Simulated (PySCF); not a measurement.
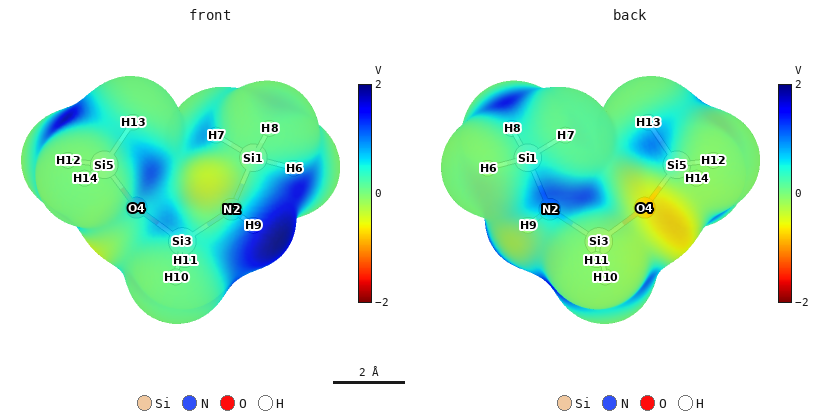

Figure 1: H9NOSi3 (SMILES [SiH3]N[SiH2]O[SiH3]). The molecular electrostatic potential painted on the density surface at 0.002 e/bohr³, seen from the front and from behind; red is negative and blue positive.

Geometry: GFN2-xTB.

Computed with CAM-B3LYP/def2-SVPD, SCF density, gas phase in PySCF 2.14.0.

```xyz
14

Si   -1.9379   -0.2386    0.8125
N    -1.2399    1.1237    0.0032
Si   -0.0522    1.1734   -1.2507
O     1.2461    0.3113   -0.8160
Si    2.3321   -0.2346    0.2518
H    -3.2768   -0.5138    0.2706
H    -1.0651   -1.3876    0.6038
H    -2.0500    0.1157    2.2323
H    -1.6979    2.0002    0.1893
H     0.3378    2.5724   -1.4025
H    -0.4915    0.5141   -2.4772
H     3.0757   -1.2387   -0.5058
H     1.6399   -0.8049    1.4070
H     3.1791    0.8871    0.6595
```

**Where is the surface potential most negative and most positive?**

The most negative region (about −0.7 V) lies over O4, the most positive (about +1.8 V) over H9.
